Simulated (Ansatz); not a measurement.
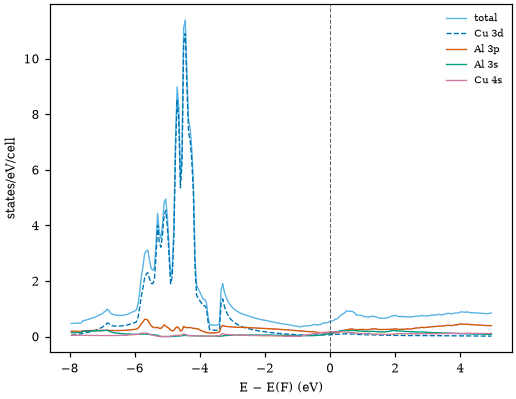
Total and projected density of states of AlCu (CsCl type, Pm-3m), LDA in the plane-wave PAW code Ansatz

Task: Which orbitals carry the states next to the Fermi level?

Result: Within 0.5 eV of the Fermi level: Al 3p 27 %, Cu 4s 27 %, Al 3s 21 %, Cu 3d 12 %, outside the projected shells 13 %. Projections are on Löwdin-orthogonalised atomic valence shells; empty p or d shells of many metals are not among them.

Task: Where is the tallest occupied peak in this window, and what makes it?

Result: Near -4.4 eV, about 11 states/eV per cell; the largest projected share is Cu 3d.

The workflow started from a Materials Project entry (that database holds measured and hypothetical structures alike); the Crystallography Open Database copy checked does not list it. COD files the formula under space group No. 12. Whether it is the stable phase at ambient conditions was not checked. Symmetry was held in the LDA relaxation. At this level the phase is mechanically unstable. The run is not spin-polarised.

Potentials: the later of the program's two PAW sets.
